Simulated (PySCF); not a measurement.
```xyz
5

Pb    0.0000    0.0000    0.5417
O     1.9617    0.0939    0.9241
H     2.5539   -0.1331    0.1548
O    -1.9617   -0.0939    0.9241
H    -2.5539    0.1331    0.1548
```

Core potentials replace the inner electrons of Pb.

Level of theory: RKS PBE0, Pb def2-SVP with ECP60, O def2-SVP, H def2-SVP; non-relativistic Hamiltonian with scalar-relativistic core potentials where named; density fitting (PySCF).

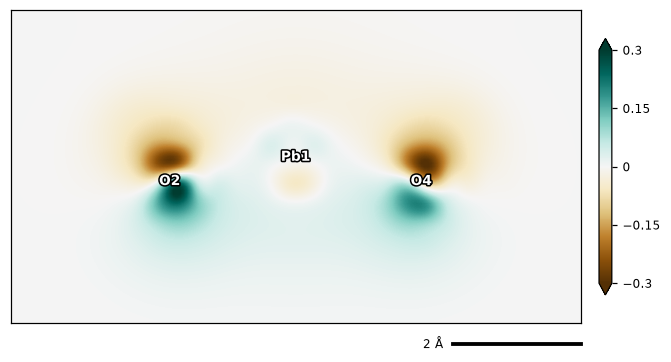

H₂O₂Pb (charge +2). One frontier orbital on the plane of atoms O2, Pb1 and O4 (values in Å⁻³ᐟ²; the overall sign is arbitrary).

### Which orbital is it: HOMO or LUMO?

The HOMO, at −22.39 eV. Its weight (Hirshfeld) is mainly on O2 (about 45 %) and O4 (about 45 %); largely a combination of lone pairs on O2 and O4.
